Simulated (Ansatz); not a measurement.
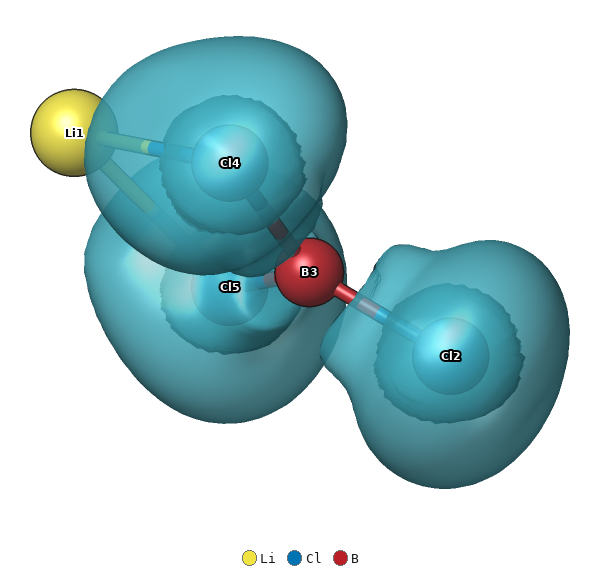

BCl$_{3}$Li (charge +1). Isosurface of the electron localisation function at 0.75 (cyan), seen at an oblique angle. Only the valence region is drawn (cores and ρ < 0.01 e/Å³ removed).

Geometry: PBE0-D4/def2-TZVP.

All numbers below come from Ansatz, RKS PBE0-D4/def2-TZVPPD.

```yaml
atoms:
  - { symbol: Li, position_ang: [-0.0352, -0.2614, -2.1893] }
  - { symbol: Cl, position_ang: [0.0368, 0.2720, 2.2768] }
  - { symbol: B, position_ang: [0.0096, 0.0716, 0.5996] }
  - { symbol: Cl, position_ang: [-0.8862, 1.1591, -0.4727] }
  - { symbol: Cl, position_ang: [0.8749, -1.2413, -0.2144] }
```

Question: Describe the localisation domains.

Answer: The surface consists of three regions on Cl in which the atom's valence shell and bonds are merged. Along the contacts the grid gives the following. B–Cl (1.69 Å): the ELF peaks at about 0.90 between the atoms (a polar covalent bond). Li–Cl (2.39 Å): the ELF peaks at about 0.90 in the valence shell of Cl, 0.9 Å from its nucleus, and falls to about 0 next to Li: a largely ionic contact.
